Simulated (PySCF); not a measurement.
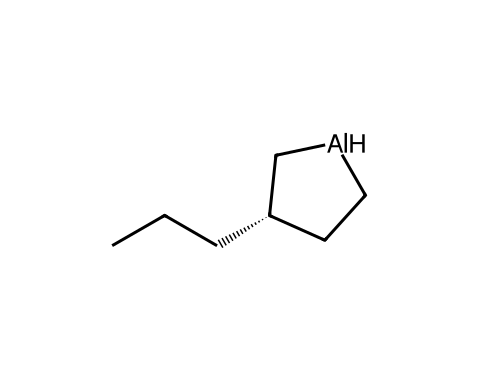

2D structure.

Write the SMILES.

CCC[C@H]1C[CH2][AlH][CH2]1

Give the formula, hydrogens included.

C7H15Al.

An optimisation with PBE0-D3(BJ)/def2-SVP gave a structure of which point group?

C1.

The parts below concern this one geometry. Atoms keep their numbers from picture to picture. The computed structure is the end point of a PBE0-D3(BJ)/def2-SVP optimisation. No frequency run is at hand to confirm it as a minimum.

### Charges

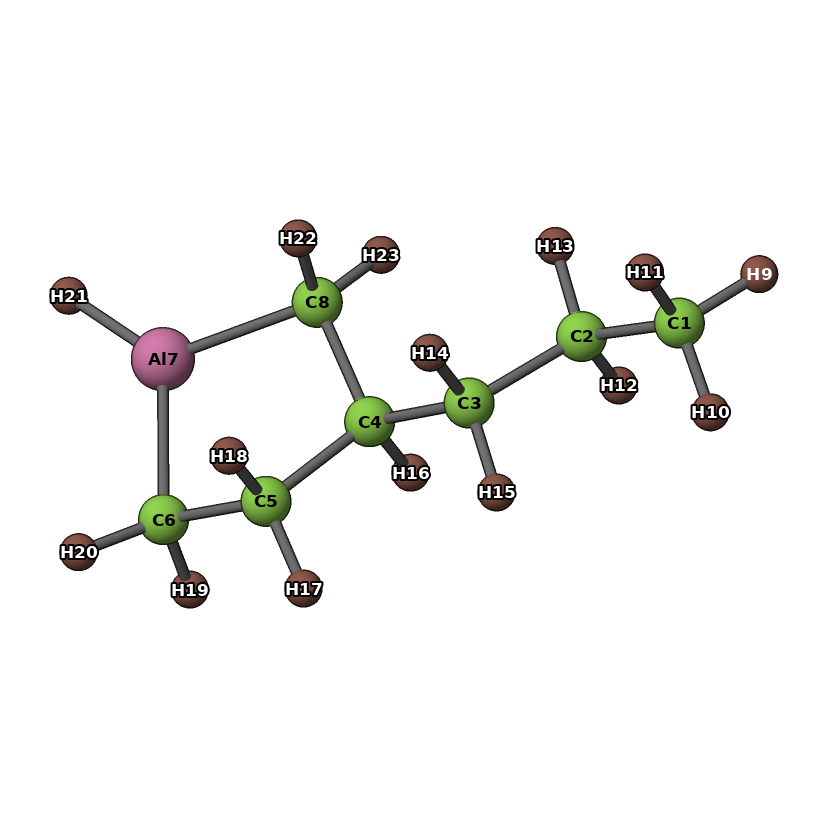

The questions are on Mulliken charges. No frequency run is at hand to confirm it as a minimum. Properties computed with PBE0/pcSseg-1, gas phase (PySCF 2.14.0).

Which atom carries the highest charge (most positive or least negative)?

Al7 (0.89 e).

And the lowest?

C6 (−0.58 e).

Give the Mulliken charges atom by atom.

```tsv
atom	value (e)
C1	−0.27
C2	−0.27
C3	−0.17
C4	−0.33
C5	−0.17
C6	−0.58
Al7	0.89
C8	−0.55
H9	0.11
H10	0.11
H11	0.11
H12	0.11
H13	0.12
H14	0.10
H15	0.11
H16	0.11
H17	0.12
H18	0.11
H19	0.13
H20	0.13
H21	−0.21
H22	0.13
H23	0.14
```

### Excitation

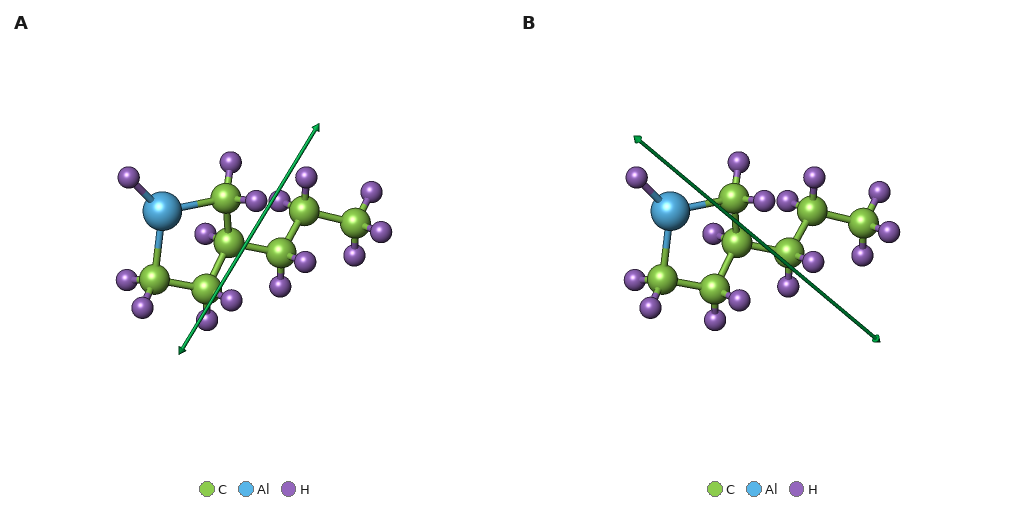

The double arrows show the directions of two transition dipoles from the ground state (lengths mean nothing). No frequency run is at hand to confirm it as a minimum. Level of theory: TDDFT PBE0/def2-SVPD, vertical, gas phase, core orbitals frozen in the response (PySCF 2.14.0).

One belongs to singlet state 6 and one to singlet state 9. Which is which?

A: state 9, 7.22 eV (172 nm), oscillator strength 0.019, mainly HOMO−1 → LUMO+2 (weight 0.61).
B: state 6, 6.79 eV (183 nm), oscillator strength 0.096, mainly HOMO → LUMO+2 (weight 0.93).

### Core levels

No frequency run is at hand to confirm it as a minimum. Properties computed with delta-SCF UKS SCAN, pcX-2 on the ionised atom, pcseg-1 elsewhere, spin-free X2C (PySCF 2.14.0).

Give the core-electron binding energies (to vacuum; p and d levels without spin–orbit splitting) of C1 1s, C2 1s, C3 1s, C4 1s, C5 1s, C6 1s, Al7 1s, Al7 2p, C8 1s.

| atom | level | binding energy (eV) |
| --- | --- | --- |
| C1 | 1s | 290.4 |
| C2 | 1s | 290.2 |
| C3 | 1s | 290.0 |
| C4 | 1s | 290.1 |
| C5 | 1s | 290.1 |
| C6 | 1s | 289.3 |
| Al7 | 1s | 1566.2 |
| Al7 | 2p | 79.9 |
| C8 | 1s | 289.2 |

Mulliken values depend strongly on the basis set and can even reverse the polarity of a bond.
